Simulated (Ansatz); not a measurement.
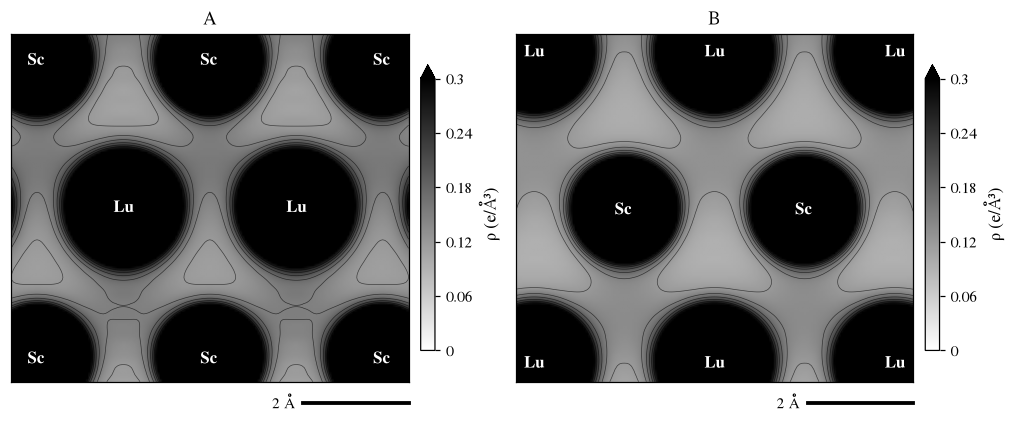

LuSc. The valence charge density (pseudo) of two cells that differ in size, on the (100) plane of each (indices in the axes of the calculation cell), at one length scale and on one colour scale; one has 23.6 and the other 26.8 Å³ an atom.

These are results of Ansatz 0.2.0, DFT PBE, scalar-relativistic, plane waves, PAW, not measurements.

Core electrons are frozen (PAW), and the valence fields are smoothed inside the atomic spheres.

The larger cell:

```yaml
crystal:
  lattice:
    - [5.30944, 0.00000, 0.00000]
    - [0.00000, 3.42236, 0.00000]
    - [0.00000, 0.00000, 5.90606]
  atoms:
    - { symbol: Lu, position: [0.75000, 0.00000, 0.32874] }
    - { symbol: Lu, position: [0.25000, 0.00000, 0.67126] }
    - { symbol: Sc, position: [0.25000, 0.50000, 0.16432] }
    - { symbol: Sc, position: [0.75000, 0.50000, 0.83568] }
```

The smaller cell: a = 5.085 Å, b = 3.279 Å, c = 5.664 Å, α = 90.00°, β = 90.00°, γ = 90.00°.

### Which is the denser cell? Describe the effect of the change.

Panel A is the smaller cell, by 12 % in volume. From the larger cell to the smaller, Sc–Sc goes from 3.42 to 3.28 Å, and the density at its midpoint from 0.11 to 0.13 e/Å³; Lu–Sc goes from 3.38 to 3.24 Å, and the density at its midpoint from 0.11 to 0.13 e/Å³; the pressure goes from 0.0 to 8 GPa.
